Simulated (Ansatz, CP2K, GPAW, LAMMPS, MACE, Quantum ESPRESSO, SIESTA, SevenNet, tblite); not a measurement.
# CP2K runs on amorphous Hg33S25Se8 (66 atoms)

Aim: run amorphous Hg33S25Se8 (66 atoms) in CP2K and see how near its forces come to a plane-wave reference, and at what cost.

Calculated with CP2K 2026.2; the method is named at each step.

## (1) Set-up

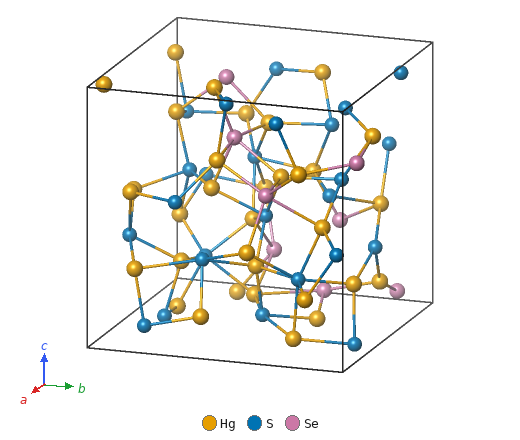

Start, viewed slightly off an axis; mercury orange, sulfur blue, selenium pink. Bonds to atoms that aren't drawn are left out.

The cell holds 66 atoms: 33 Hg, 25 S and 8 Se. Its edges and angles: a = 12.034 Å, b = 12.034 Å, c = 12.034 Å, α = 90.0°, β = 90.0°, γ = 90.0°. 66 atoms (33 Hg, 25 S, 8 Se) placed at random at 7.67 g/cm³, melted at 2500 K for 10 ps at fixed volume with the Stillinger-Weber II-VI potential (Zhou et al., Phys. Rev. B 88, 085309 (2013)). Quenched from 2500 K to 500 K at 30 K/ps and fixed volume, held 5 ps, then minimised at fixed cell.

The yardstick, on the same geometry:

```
method                 : Kohn-Sham DFT, PBE, PAW, plane waves (Ansatz 0.2.0); cutoff 420 eV, Γ point, fermi-dirac smearing of 0.05 eV; PAW set soft_2
r.m.s. force component : 0.3971 eV/Å
longest force          : 1.344 eV/Å
pressure               : 0.004286 GPa
SCF cycles             : 10
time                   : 31 s on 4 threads of Arm Neoverse V2, shared host
CPU time               : 2 min
```

## (2) PBE, DZVP-MOLOPT-SR, 600/50 Ry, diagonalisation

Method: Kohn-Sham DFT, PBE, GTH-PBE pseudopotentials, Gaussian and plane waves, DZVP-MOLOPT-SR-GTH, diagonalisation.

The input, input.inp:

```
&GLOBAL
  PROJECT cell
  RUN_TYPE ENERGY_FORCE
  PRINT_LEVEL LOW
&END GLOBAL
&FORCE_EVAL
  METHOD QS
  STRESS_TENSOR ANALYTICAL
  &DFT
    BASIS_SET_FILE_NAME BASIS_MOLOPT
    POTENTIAL_FILE_NAME GTH_POTENTIALS
    &MGRID
      CUTOFF 600
      REL_CUTOFF 50
      NGRIDS 5
    &END MGRID
    &QS
      EPS_DEFAULT 1.0E-12
    &END QS
    &SCF
      SCF_GUESS ATOMIC
      EPS_SCF 1.0E-06
      MAX_SCF 200
      ADDED_MOS 14
      &DIAGONALIZATION
        ALGORITHM STANDARD
      &END DIAGONALIZATION
      &SMEAR ON
        METHOD FERMI_DIRAC
        ELECTRONIC_TEMPERATURE [K] 580
      &END SMEAR
      &MIXING
        METHOD BROYDEN_MIXING
        ALPHA 0.3
        NBROYDEN 8
      &END MIXING
      &PRINT
        &RESTART OFF
        &END RESTART
      &END PRINT
    &END SCF
    &XC
      &XC_FUNCTIONAL PBE
      &END XC_FUNCTIONAL
    &END XC
    &PRINT
      &MULLIKEN ON
      &END MULLIKEN
      &HIRSHFELD ON
        SHAPE_FUNCTION DENSITY
      &END HIRSHFELD
      &MO ON
        EIGENVALUES T
        OCCUPATION_NUMBERS T
        MO_INDEX_RANGE 286 309
        &EACH
          QS_SCF 0
        &END EACH
        ADD_LAST NUMERIC
      &END MO
    &END PRINT
  &END DFT
  &SUBSYS
    &CELL
      A 12.03400 0.00000 0.00000
      B 0.00000 12.03400 0.00000
      C 0.00000 0.00000 12.03400
    &END CELL
    &TOPOLOGY
      COORD_FILE_NAME structure.xyz
      COORD_FILE_FORMAT XYZ
    &END TOPOLOGY
    &KIND Hg
      BASIS_SET DZVP-MOLOPT-SR-GTH-q12
      POTENTIAL GTH-PBE-q12
    &END KIND
    &KIND S
      BASIS_SET DZVP-MOLOPT-SR-GTH-q6
      POTENTIAL GTH-PBE-q6
    &END KIND
    &KIND Se
      BASIS_SET DZVP-MOLOPT-SR-GTH-q6
      POTENTIAL GTH-PBE-q6
    &END KIND
  &END SUBSYS
  &PRINT
    &FORCES ON
    &END FORCES
    &STRESS_TENSOR ON
    &END STRESS_TENSOR
  &END PRINT
&END FORCE_EVAL
```

The input, structure.xyz:

```xyz
66

Hg 3.71321 4.87353 4.20239
Hg 4.37580 5.17269 0.91073
Hg 7.04867 10.79618 2.63196
Hg 1.94722 10.26524 4.92696
Hg 6.93688 7.33496 7.22726
Hg 9.51456 1.15611 6.63783
Hg 8.77435 9.93166 5.61458
Hg 9.45656 5.20723 8.46399
Hg 1.33818 7.31727 10.55261
Hg 2.82270 10.53890 1.59932
Hg 10.79089 9.52010 8.55052
Hg 6.03637 0.08171 5.72830
Hg 7.55675 4.41491 11.24325
Hg 0.39712 4.29144 4.71083
Hg 6.38849 3.86496 6.23831
Hg 1.36887 3.30129 0.05319
Hg 10.08738 0.10181 11.65409
Hg 10.50845 6.98273 4.63177
Hg 1.33938 0.38509 10.82434
Hg 0.58509 3.45484 8.08841
Hg 3.81779 5.66525 8.73680
Hg 11.13338 9.93286 2.90802
Hg 8.68434 8.53235 0.32408
Hg 3.40334 1.31977 3.99300
Hg 10.75442 4.90012 1.55804
Hg 7.56614 6.37321 3.19262
Hg 4.17496 1.43120 8.94283
Hg 6.88116 11.63579 9.49976
Hg 10.74311 1.78212 3.47518
Hg 5.18726 8.41502 0.30723
Hg 5.15332 1.82267 0.25981
Hg 7.45879 2.82197 3.06410
Hg 1.95071 7.09621 6.13626
S 1.12000 1.75492 5.25970
S 5.02143 9.69411 10.11975
S 7.66927 11.05768 0.04007
S 5.82048 6.20894 5.02781
S 0.97114 10.32577 7.44267
S 0.50206 4.84922 10.25802
S 8.13089 0.61903 4.23850
S 2.53785 4.54536 6.71365
S 3.69973 11.84254 11.59344
S 2.88094 8.29829 8.63548
S 9.87065 5.78715 11.22736
S 8.74029 8.77459 3.10092
S 6.83038 6.42459 0.74166
S 4.88111 3.03642 2.62510
S 4.26088 8.67856 5.76248
S 10.41615 3.56832 6.62580
S 7.84063 2.15854 0.55693
S 6.53446 10.04165 7.25169
S 11.14372 11.43759 5.11662
S 1.67658 1.03841 8.25436
S 4.44981 2.14699 6.40245
S 4.53658 10.92110 3.67518
S 11.07970 8.56051 10.89606
[... 6 atom lines left out ...]
Se 0.88486 7.97349 3.67398
Se 3.81538 3.65797 10.65611
Se 6.51990 4.99279 8.71021
Se 0.06306 10.38089 0.40615
```

Started as:

```sh
> OMP_NUM_THREADS=1 mpirun -np 4 cp2k.psmp -i input.inp > output.txt
```

Numbers of over 12 decimals in the logs are rounded to 6 here.

What it wrote:

```text
CP2K| version string:                                       CP2K version 2026.2
 CP2K| Input file name                                                 input.inp
 GLOBAL| Basis set file name                                        BASIS_MOLOPT
 GLOBAL| Potential file name                                      GTH_POTENTIALS
 GLOBAL| Run type                                                   ENERGY_FORCE
 GLOBAL| Total number of message passing processes                             4
 GLOBAL| Number of threads for this process                                    1
 TOTAL NUMBERS AND MAXIMUM NUMBERS
  Total number of            - Atomic kinds:                                   3
                             - Atoms:                                         66
                             - Shell sets:                                    66
                             - Shells:                                       396
                             - Primitive Cartesian functions:                330
                             - Cartesian basis functions:                   1452
                             - Spherical basis functions:                   1254
  Maximum angular momentum of- Orbital basis functions:                        3
                             - Local part of the GTH pseudopotential:          0
                             - Non-local part of the GTH pseudopotential:      4
 SCF PARAMETERS         Density guess:                                    ATOMIC
                        max_scf:                                             200
                        eps_scf:                                        1.00E-06
                        added MOs                                        14    0
                        Mixing method:                            BROYDEN_MIXING
                                                charge density mixing in g-space
                        Smear method:                                FERMI_DIRAC
                        Electronic temperature [K]:                        580.0
                        Electronic temperature [a.u.]:                  1.84E-03
                        Accuracy threshold:                             1.00E-10
 Extrapolation method: initial_guess
 Number of electrons:                                                        594
 Number of occupied orbitals:                                                297
 Number of molecular orbitals:                                               311
 Number of orbital functions:                                               1254
 Number of independent orbital functions:                                   1254
 SCF WAVEFUNCTION OPTIMIZATION
  Step     Update method      Time    Convergence         Total energy    Change
     1 NoMix/Diag. 0.30E+00    2.8     1.20713208     -1690.3978276784 -1.69E+03
 *** the last MO => Add more MOs for proper smearing.                   ***
     2 Broy./Diag. 0.30E+00    3.6     0.73186190     -1691.8322503588 -1.43E+00
 *** the last MO => Add more MOs for proper smearing.                   ***
     3 Broy./Diag. 0.30E+00    3.6     0.64634297     -1691.1808693041  6.51E-01
 *** the last MO => Add more MOs for proper smearing.                   ***
     4 Broy./Diag. 0.30E+00    3.6     0.27867333     -1689.4427728847  1.74E+00
[...]
*** the last MO => Add more MOs for proper smearing.                   ***
    23 Broy./Diag. 0.30E+00    3.7     0.00000147     -1687.3261462893  1.72E-05
 *** the last MO => Add more MOs for proper smearing.                   ***
    24 Broy./Diag. 0.30E+00    3.7     0.00000089     -1687.3261382506  8.04E-06
  *** SCF run converged in    24 steps ***
  Electronic density on regular grids:       -594.0000000000        0.0000000000
  Core density on regular grids:              593.9999999991       -0.0000000009
  Total charge density on r-space grids:       -0.0000000009
  Total charge density g-space grids:          -0.0000000009
  Overlap energy of the core charge distribution:               7.48851e-09
  Self energy of the core charge distribution:              -3115.569166
  Core Hamiltonian energy:                                    893.729167
  Hartree energy:                                             802.681833
  Exchange-correlation energy:                               -268.160515
  Electronic entropic energy:                                  -0.00745812
  Fermi energy:                                                 0.162487
  Total energy:                                             -1687.326138
  Total energy (extrapolated to T->0):                      -1687.322409
 MO| EIGENVALUES AND OCCUPATION NUMBERS
 MO|
 MO|  Index      Eigenvalue [a.u.]        Eigenvalue [eV]             Occupation
 MO|    286               0.128667               3.501220               2.000000
 MO|    287               0.131389               3.575280               2.000000
 MO|    288               0.133066               3.620907               2.000000
[...]
MO|    308               0.193590               5.267846               0.000000
 MO|    309               0.197069               5.362507               0.000000
 MO| Sum:                                                             594.000000
 MO| E(Fermi):            0.162487 a.u.          4.421486 eV
 !-----------------------------------------------------------------------------!
                     Mulliken Population Analysis
 #  Atom  Element  Kind  Atomic population                           Net charge
       1     Hg       1         11.885764                              0.114236
       2     Hg       1         11.924501                              0.075499
       3     Hg       1         11.916080                              0.083920
[...]
65     Se       3          6.060396                             -0.060396
      66     Se       3          6.035012                             -0.035012
 # Total charge                            594.000000                 -0.000000
 !-----------------------------------------------------------------------------!
 !-----------------------------------------------------------------------------!
                           Hirshfeld Charges
  #Atom  Element  Kind  Ref Charge     Population                    Net charge
      1       Hg     1      12.000         11.773                         0.227
      2       Hg     1      12.000         11.822                         0.178
      3       Hg     1      12.000         11.784                         0.216
[...]
65       Se     3       6.000          6.200                        -0.200
     66       Se     3       6.000          6.105                        -0.105
  Total Charge                                                            0.000
 !-----------------------------------------------------------------------------!
 ENERGY| Total FORCE_EVAL ( QS ) energy [hartree]          -1687.326137
 FORCES| Atomic forces [hartree/bohr]
 FORCES|   Atom     x               y               z               |f|
 FORCES|      1 -3.60875249E-03  4.42550895E-04  6.35593794E-04   3.69092472E-03
 FORCES|      2 -1.36653938E-03  6.45943641E-03 -5.02202926E-03   8.29533161E-03
 FORCES|      3 -9.29128176E-03  4.76374060E-03 -8.19779223E-03   1.32749741E-02
[...]
FORCES|     65  1.12875440E-02  7.07859192E-03  3.83843412E-03   1.38653774E-02
 FORCES|     66 -4.12493270E-03 -2.47072327E-04 -5.80959890E-03   7.12934456E-03
 FORCES| Sum     1.80622196E-05 -2.76458474E-05 -2.58035309E-06
 FORCES| Total atomic force                                       3.31239321E-05
 STRESS| Analytical stress tensor [bar]
 STRESS|                        x                   y                   z
 STRESS|      x        3.03090776898E+03   9.44026609351E+01   2.51454300718E+03
 STRESS|      y        9.44026609351E+01   6.15544458943E+03   2.39663785060E+03
 STRESS|      z        2.51454300718E+03   2.39663785060E+03   4.53128792236E+03
 STRESS| 1/3 Trace                                             4.57254676026E+03
```

Run time: 1.7 min. Hardware: 4 MPI ranks of Arm Neoverse V2, shared host; peak memory 6.1 GiB.

Banners, paths, timers and routine set-up lines are dropped from the logs unmarked, and long logs keep their key lines alone; longer cuts are marked.

Numbers from this run, and their distance from the reference:

| Item | Value |
| --- | --- |
| r.m.s. force component | 0.4002 eV/Å |
| r.m.s. difference of force components | 31.09 meV/Å |
| longest difference of force vectors | 136.1 meV/Å |
| force difference over r.m.s. force | 7.828 % |
| slope of forces against the reference's | 1.005 |
| correlation of force components | 0.997 |
| pressure | 0.4573 GPa |
| pressure difference | 0.453 GPa |

Length of the force difference by element (eV/Å):

```csv
element,atoms,mean,most
Hg,33,0.057,0.14
S,25,0.033,0.073
Se,8,0.043,0.087
```

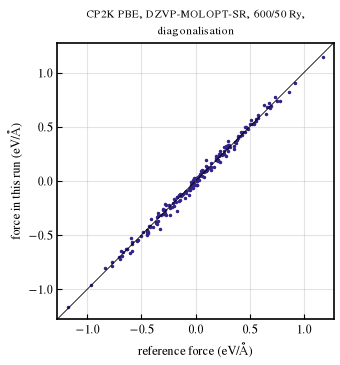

Force components against those of the reference; the line marks equality.

The surroundings of Se60, one of the 8 Se atoms, nearest first, numbered as they follow in the input and with coordinates relative to it.

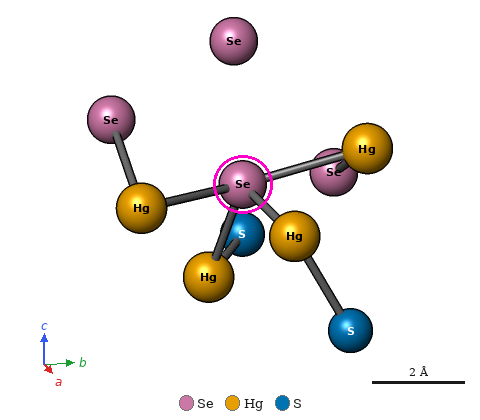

The atoms of the table, within 4.2 Å (arrows a, b, c point along x, y, z); some may hide others; the central atom is ringed.

```csv
atom,x,y,z,distance (Å),bonds,Hirshfeld charge (e),Fx,Fy,Fz (eV/Å)
Se60,0.00,0.00,0.00,0.00,4,-0.18,0.67,-0.06,0.32
Hg9,-1.21,-0.50,-2.35,2.69,4,0.20,0.49,-0.04,-0.50
Hg30,2.64,0.60,-0.56,2.76,3,0.21,-0.29,0.02,-0.81
Hg10,0.27,2.72,0.73,2.83,4,0.19,0.20,-0.30,0.09
Se59,-1.01,-2.71,1.35,3.20,5,-0.20,-0.45,-0.12,0.53
Hg2,1.83,-2.64,0.04,3.21,5,0.18,-0.07,0.33,-0.26
Se63,-1.67,0.16,2.81,3.27,4,-0.16,-0.47,-0.49,0.29
Se66,-2.49,2.56,-0.46,3.60,4,-0.10,-0.21,-0.01,-0.30
S56,-3.51,0.74,-2.00,4.11,3,-0.15,-0.18,0.23,0.74
S35,2.47,1.88,-2.78,4.17,2,-0.21,0.08,-0.30,0.31
```

Forces lie 7.8 % from the reference's, at 3.5 times its CPU time.

## (3) PBE, DZVP-MOLOPT-SR, 600/30 Ry, diagonalisation

Method: Kohn-Sham DFT, PBE, GTH-PBE pseudopotentials, Gaussian and plane waves, DZVP-MOLOPT-SR-GTH, diagonalisation.

input.inp, as its differences from that of step 2:

```diff
@@ -13,3 +13,3 @@
       CUTOFF 600
-      REL_CUTOFF 50
+      REL_CUTOFF 30
       NGRIDS 5
@@ -68,6 +68,30 @@
     &END CELL
-    &TOPOLOGY
-      COORD_FILE_NAME structure.xyz
-      COORD_FILE_FORMAT XYZ
-    &END TOPOLOGY
+    &COORD
+      SCALED
+      Hg 0.30856 0.40498 0.34921
+      Hg 0.36362 0.42984 0.07568
+      Hg 0.58573 0.89714 0.21871
+      Hg 0.16181 0.85302 0.40942
+      Hg 0.57644 0.60952 0.60057
+      Hg 0.79064 0.09607 0.55159
+      Hg 0.72913 0.82530 0.46656
+      Hg 0.78582 0.43271 0.70334
+      Hg 0.11120 0.60805 0.87690
+      Hg 0.23456 0.87576 0.13290
+      Hg 0.89670 0.79110 0.71053
+      Hg 0.50161 0.00679 0.47601
+      Hg 0.62795 0.36687 0.93429
+      Hg 0.03300 0.35661 0.39146
+      Hg 0.53087 0.32117 0.51839
+      Hg 0.11375 0.27433 0.00442
+      Hg 0.83824 0.00846 0.96843
+      Hg 0.87323 0.58025 0.38489
+      Hg 0.11130 0.03200 0.89948
+      Hg 0.04862 0.28709 0.67213
+[... 42 atom lines left out ...]
+      Se 0.07353 0.66258 0.30530
+      Se 0.31705 0.30397 0.88550
+      Se 0.54179 0.41489 0.72380
+      Se 0.00524 0.86263 0.03375
+    &END COORD
     &KIND Hg
```

What it wrote:

```text
CP2K| version string:                                       CP2K version 2026.2
 CP2K| Input file name                                                 input.inp
 GLOBAL| Basis set file name                                        BASIS_MOLOPT
 GLOBAL| Potential file name                                      GTH_POTENTIALS
 GLOBAL| Run type                                                   ENERGY_FORCE
 GLOBAL| Total number of message passing processes                             4
 GLOBAL| Number of threads for this process                                    1
[... lines left out ...]
                        Smear method:                                FERMI_DIRAC
[... lines left out ...]
 Number of electrons:                                                        594
[... lines left out ...]
  Step     Update method      Time    Convergence         Total energy    Change
[... lines left out ...]
  *** SCF run converged in    24 steps ***
[... lines left out ...]
  Fermi energy:                                                 0.162491
  Total energy:                                             -1687.326244
  Total energy (extrapolated to T->0):                      -1687.322515
[... lines left out ...]
 MO| E(Fermi):            0.162491 a.u.          4.421608 eV
[... lines left out ...]
     66       Se     3       6.000          6.105                        -0.105
  Total Charge                                                            0.000
 !-----------------------------------------------------------------------------!
 ENERGY| Total FORCE_EVAL ( QS ) energy [hartree]          -1687.326243
 FORCES| Atomic forces [hartree/bohr]
 FORCES|   Atom     x               y               z               |f|
 FORCES|      1 -3.59517285E-03  3.83308277E-04  6.65777644E-04   3.67633689E-03
 FORCES|      2 -1.31738120E-03  6.52042004E-03 -4.99386326E-03   8.31805513E-03
 FORCES|      3 -9.41848955E-03  4.84577566E-03 -8.26149509E-03   1.34328623E-02
[...]
FORCES|     65  1.12391715E-02  7.11125912E-03  3.84718691E-03   1.38452096E-02
 FORCES|     66 -4.05790283E-03 -2.23053531E-04 -5.84942951E-03   7.12265076E-03
 FORCES| Sum     6.36949370E-04  5.93911039E-04 -3.60701572E-04
 FORCES| Total atomic force                                       9.42624234E-04
 STRESS| Analytical stress tensor [bar]
 STRESS|                        x                   y                   z
 STRESS|      x        3.19184347232E+03   9.25006203335E+01   2.51456470829E+03
 STRESS|      y        9.25006203335E+01   6.33433156769E+03   2.39339476690E+03
 STRESS|      z        2.51456470829E+03   2.39339476690E+03   4.70251513570E+03
 STRESS| 1/3 Trace                                             4.74289672523E+03
```

Elapsed: 82 s, on 4 MPI ranks; peak memory 6.1 GiB; 5.5 min of CPU time.

Against the reference:

| Quantity | Value |
| --- | --- |
| r.m.s. force component | 0.4004 eV/Å |
| r.m.s. difference of force components | 31.57 meV/Å |
| longest difference of force vectors | 138.7 meV/Å |
| force difference over r.m.s. force | 7.95 % |
| slope of forces against the reference's | 1.005 |
| correlation of force components | 0.9969 |
| pressure | 0.4743 GPa |
| pressure difference | 0.47 GPa |
| energy less the same-level run's | -0.0437 meV/atom |
| r.m.s. force difference from the same-level run | 3.301 meV/Å |

This is a coarse setting, run to see what it loses.

Against the first run (7.8 %), the force difference from the reference is 8.0 %, at 0.80 times the CPU time: the change moves forces by 3.3 meV/Å r.m.s., so most of the difference comes from elsewhere.

(Part 1 of 2 ends here.)

[Also dropped from logs without a mark: logging warnings of Python, and SIESTA's first energy breakdown and zero terms.]

[Logs are printed without paths, hosts, clocks, repeated set-up lines and the standing remarks that a program may print on its own settings, such as how far it seeks lower states.]

[Hosts, paths, dates, database ids (printed as entryN), source tags and the programs' standing remarks are cut or masked in the printed files.]
